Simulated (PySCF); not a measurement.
# C2F4, SMILES `FC(F)=C(F)F`: electronic structure

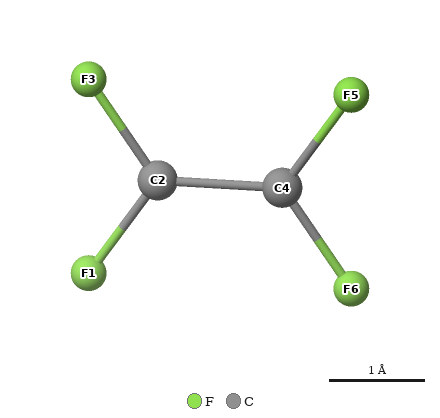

The molecule, with its atoms numbered as below. No frequency check shows the geometry to be a minimum.

Coordinates in Å:

```
F1      -1.4006   -1.0958    0.0000
C2      -0.6644   -0.0004    0.0000
F3      -1.4006    1.0961    0.0000
C4       0.6644   -0.0004    0.0000
F5       1.4006    1.0961    0.0000
F6       1.4006   -1.0958    0.0000
```

Part 1: Bonding charge

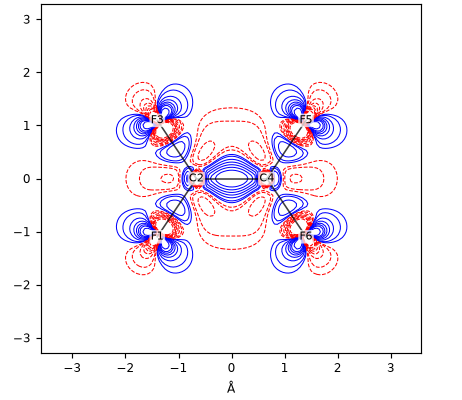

Deformation density (molecule less spherical, spin-averaged free atoms) in the molecular plane; contours at ±0.05 to ±0.8 e/Å³; solid blue lines: gain, dashed red lines: loss.

PySCF calculation, B3LYP/def2-SVPD, gas phase; geometry: GFN2-xTB.

Q: How much density has each bond in this plane gained at its critical point, relative to the free atoms?

A: C2–C4: +0.75 e/Å³ at the bond critical point (bond length 1.33 Å). F1–C2, C4–F6, C2–F3 and C4–F5: +0.09 e/Å³ at the bond critical point (bond length 1.32 Å); up to 0.6 Å beside the axis the gain reaches +0.30 e/Å³. In all, 1.4 electrons gather in the regions of gain relative to the promolecule. A small or negative value marks a very polar bond, one between electron-rich atoms, whose free-atom densities already overlap strongly, a long bond to a heavier atom, or a closed-shell contact such as a hydrogen bond.

Q: Where do the Hirshfeld charges lie?

A: The highest Hirshfeld charge is on C2 and C4 (+0.15 e), the lowest on F1, F3, F5 and F6 (−0.07 e).

Part 2: Bond critical points

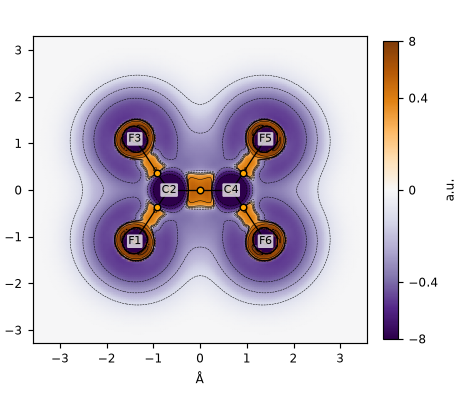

Negative Laplacian of the density (−∇²ρ) in the molecular plane (orange positive, purple negative, colour scale in a.u., logarithmic beyond ±0.04), with bond paths and bond critical points (dots).

Q: Sort the bonds in the plane by the sign of ∇²ρ at their critical points.

A: Concentrated (∇²ρ < 0): C2–C4 (−0.91 a.u.). Depleted (∇²ρ > 0): F1–C2, C4–F6, C2–F3 and C4–F5 (+0.11 a.u., H = −0.408). A positive Laplacian with clearly negative H marks a strongly polar covalent bond, whose critical point lies close to the core of the less electronegative atom.

Q: Where along F1–C2 does the critical point lie?

A: 0.88 Å from F1 and 0.44 Å from C2.

Part 3: Local ionisation energy

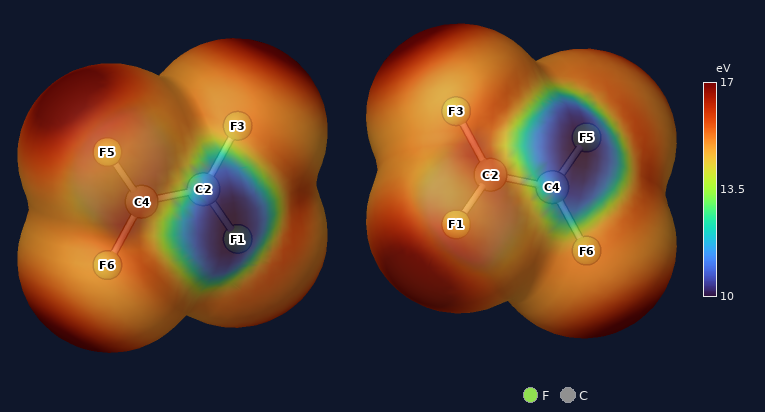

Average local ionisation energy on the surface of electron density 0.001 a.u. (back view left, front view right).

Q: Where are the most loosely bound electrons on this surface?

A: The lowest value is 10.1 eV, off the C2–C4 bond (2.1 to 2.2 Å from its atoms), and at like points elsewhere. Further minima include 14.9 eV, 1.7 Å from F6, and at like points elsewhere. For comparison, the highest occupied orbital lies at −7.7 eV.

Q: What volume does the surface enclose, and what is the dipole moment?

A: About 77 Å³; the dipole moment is 0.0 D.

Part 4: Excited states

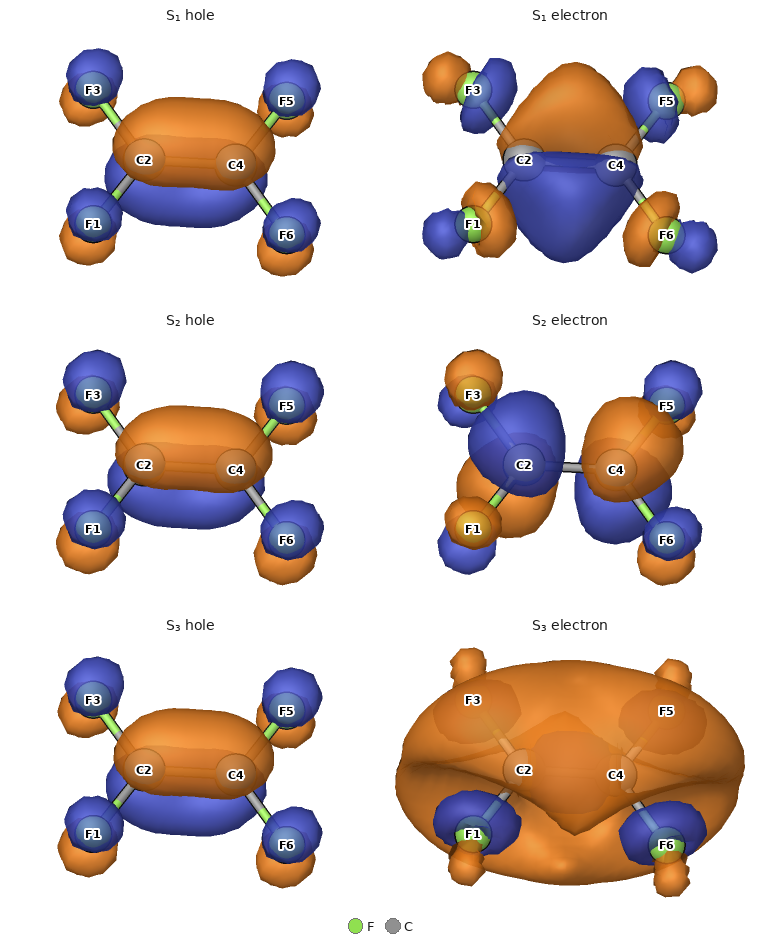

Leading natural transition orbitals (TDA singlet states).

Method: CAM-B3LYP/def2-SVP; geometry: GFN2-xTB; program: PySCF. Without diffuse functions Rydberg states are missing, so the states' numbers hold for this basis only.

Q: Describe these excited states.

A: By state:
- S₁: 7.03 eV (176 nm), f = 0.000 (dark); the leading pair carries 100 %; hole on C2 and C4 (32 % each) and F1, F3, F5 and F6 (9 % each), electron on C2 and C4 (29 % each) and F1, F3, F5 and F6 (11 % each); their centroids lie 0.0 Å apart.
- S₂: 9.18 eV (135 nm), f = 0.624 (bright); the leading pair carries 92 %; hole on C2 and C4 (26 % each) and F1, F3, F5 and F6 (12 % each), electron on C2 and C4 (36 % each) and F1, F3, F5 and F6 (7 % each); their centroids lie 0.0 Å apart.
- S₃: 9.29 eV (133 nm), f = 0.091; the leading pair carries 98 %; hole on C2 and C4 (29 % each) and F1, F3, F5 and F6 (11 % each), electron on C2 and C4 (29 % each) and F1, F3, F5 and F6 (10 % each); their centroids lie 0.0 Å apart.

Part 5: Removing or adding an electron

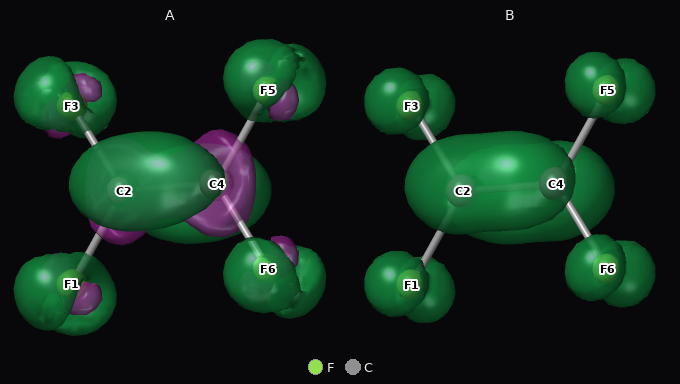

The Fukui function f⁻ from two separate SCF calculations and the density of the HOMO, at ±0.05 e/Å³ (green positive, purple negative).

Computed with PySCF, PBE0/def2-SVP, geometry: GFN2-xTB.

Q: Which panel is which, and how good is the frozen-orbital picture?

A: A is f⁻ (it has negative regions), B the HOMO density. The HOMO lies on C2 and C4 (30 % each) and F1, F3, F5 and F6 (10 % each); f⁻ (Hirshfeld-condensed) is largest on C2 and C4 (0.22 each) and F1, F3, F5 and F6 (0.14 each); the vertical ionisation energy is 10.32 eV. Relaxation shifts 17 % of the electron between atoms. The orbital energy is −7.52 eV.

Part 6: Localised orbitals

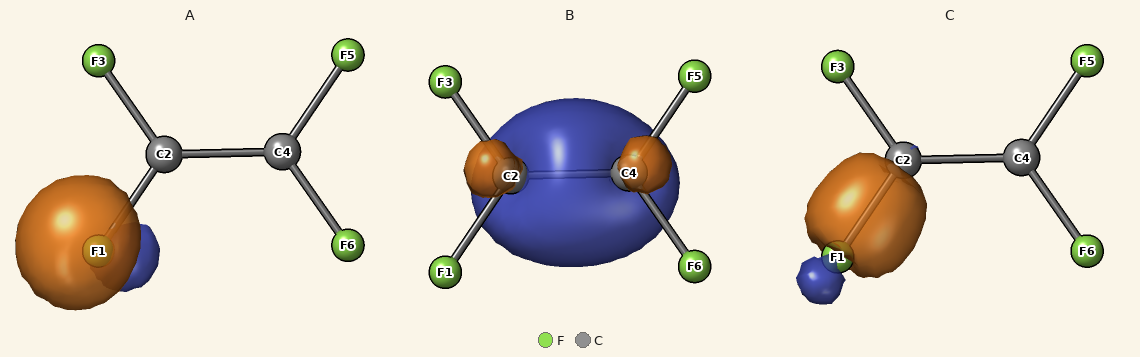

Localised orbitals, occupied; each surface holds about 80 % of the orbital's density. Energies are diagonal elements of the Fock matrix.

Computed with PySCF, HF/6-31+G*, geometry: GFN2-xTB.

Q: Name the orbitals, with their atomic make-up and energies.

A: By panel:
- A: lone pair on F1 (sp2.7-type) (F1 98 %; −25.8 eV)
- B: bent (banana) bond C4–C2 (C4 49 %, C2 49 %; −20.3 eV)
- C: σ bond F1–C2 (F1 68 %, C2 31 %; −32.0 eV)

Q: Which localisation scheme gives orbitals like these: Pipek–Mezey, IBO or Foster–Boys?

A: Foster–Boys: it mixes σ and π into equivalent bent bonds, while the other two keep them apart.

Q: Which has the smallest and which the largest spatial spread?

A: Smallest: A (0.62 Å); largest: B (0.85 Å).

Part 7: The π system

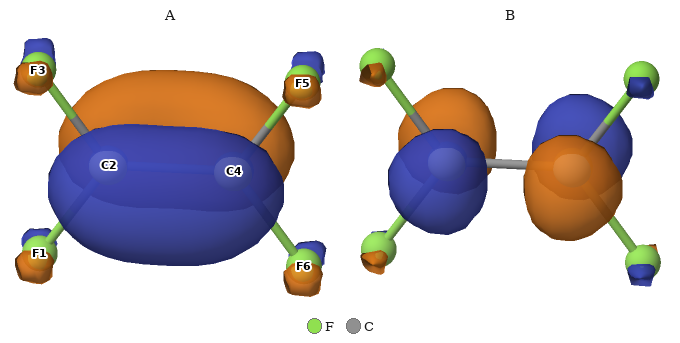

Natural orbitals of the π active space, CASSCF(2,2), singlet state, in order of falling occupation.

Method: aug-cc-pVDZ basis; geometry: GFN2-xTB; program: PySCF.

Q: What are the natural occupation numbers?

A: A 1.92, B 0.08.

Q: How multiconfigurational is the state?

A: The leading determinant weighs 0.96; the effective number of unpaired electrons, Σ n²(2−n)², is 0.05; the most occupied of the weakly occupied orbitals holds 0.08 e, as in an ordinary closed-shell π system. The active space lowers the energy by 0.80 eV against Hartree–Fock.

Q: Where does the lowest triplet lie relative to the singlet, at this geometry and within this active space?

A: 5.13 eV above it by strongly contracted NEVPT2 (+5.12 eV by CASSCF); a small basis tends to put such gaps a few tenths of an eV too high. This is a vertical energy for π states alone; a state that uses lone pairs or σ orbitals may lie lower.
